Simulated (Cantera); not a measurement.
Feed: 1 mol NH3, 0.9 mol H2O, 4 mol N2, equilibrated at 2000 °C.

These are equilibrium values from Cantera (NASA tables, ideal gas, pure condensed phases), not measurements of a reactor. Candidate condensed phases: H2O; 24 gas species. The ideal-gas law is rough above about 30 bar. The numbers say what is thermodynamically allowed, not how fast it happens.

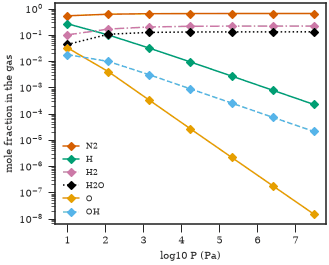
Figure: Equilibrium gas composition (values under 1e-9 drawn at 1e-9)

Read off the mole fractions at 1580 Torr.

N2 about 0.65, H2 about 0.22, H2O about 0.13, H about 0.0027, OH about 0.00025, O about 2.2e-6.
